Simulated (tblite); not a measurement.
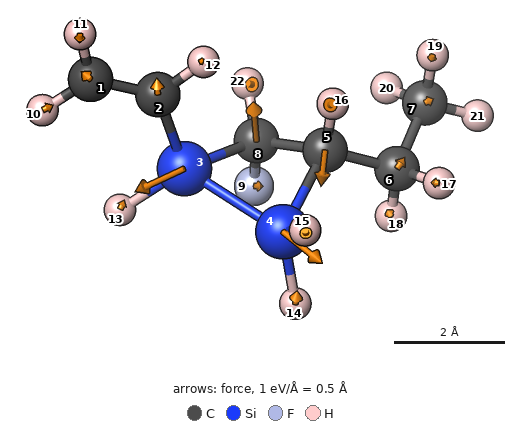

Starting geometry of C$_{6}$H$_{13}$FSi$_{2}$ with the computed forces as orange arrows. The picture is a ball-and-stick view, seen at a tilt.

Computed with GFN2-xTB geometry optimisation, gas phase in tblite. 

Q: What follows when this structure is relaxed?

A: It isn't relaxed: the largest force vector, on Si3, is 2.27 eV/Å. The final displacements have little in common with the starting forces (cosine between the two patterns 0.22). Over 103 geometry steps the energy falls by 0.545 eV. H22 moves most after the best rigid fit: 0.38 Å. Largest moves by element: H 0.38 Å, F 0.31 Å, C 0.29 Å, Si 0.20 Å. Among the contacts that change: Si3–Si4 2.214 → 2.341 Å, C2–Si3 1.838 → 1.884 Å, C5–C8 1.580 → 1.546 Å, C8–F9 1.363 → 1.394 Å. Bond angles that change, for instance: Si3–C8–H22 109.8° → 120.7°, Si4–Si3–H13 118.1° → 126.0°, H14–Si4–H15 114.4° → 107.0°. Cost: 1.8 s on 1 thread of Arm Neoverse N1 (shared host).
